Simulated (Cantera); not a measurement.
Charge: 1 mol Al, 1.1 mol H2O, 89 mol H2, at 0.000260 bar.

Equilibrium computed with Cantera from the NASA thermochemical tables; the gas is ideal and each condensed phase is pure. Candidate condensed phases: Al, Al2O3, H2O; 19 gas species. Mutual solubility and eutectic melting of coexisting phases are not modelled. The tables' values for AlOH are old estimates; treat these amounts as uncertain. The numbers say what is thermodynamically allowed, not how fast it happens.

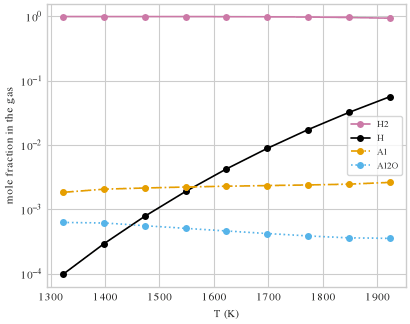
Figure. Equilibrium gas composition (values under 1e-9 drawn at 1e-9)

At 1323 K the condensed part is Al(l) + Al2O3(s). From 1398 K to 1923 K the condensed part is Al2O3(s). The main Al-bearing gas is Al throughout. The share of Al in condensed phases is highest at 1323 K (71.3 %) and lowest at 1923 K (68.2 %).
